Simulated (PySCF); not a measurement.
System: HF (charge −1, doublet).

```yaml
atoms:
  - { symbol: H, position_ang: [0.0000, 0.0000, -0.9002] }
  - { symbol: F, position_ang: [0.0000, 0.0000, 0.0478] }
```

The calculation used PBE0/aug-cc-pVDZ(-PP), non-relativistic Hamiltonian with scalar-relativistic core potentials where named, at a bond length of 0.948 Å (PySCF).

Predict the electron density, electron localisation function and spin density between the atoms.

F–H (0.95 Å): ρ is about 4.4 e/Å³ halfway; the ELF climbs to about 1 towards the hydrogen, as it does in any bond to H; an ordinary covalent bond to hydrogen.
The unpaired spin (1 electron) lies mostly on H1 (about 0.9) and F2 (about 0.1), in electrons by Hirshfeld's partition.

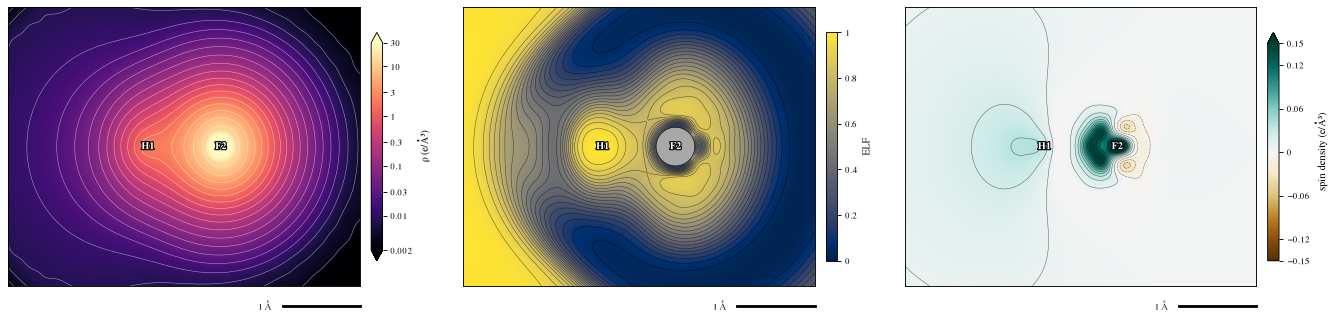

Computed electron density, electron localisation function and spin density on a plane that holds the molecular axis, in this order. Grey discs cover the atomic cores in the ELF map. 
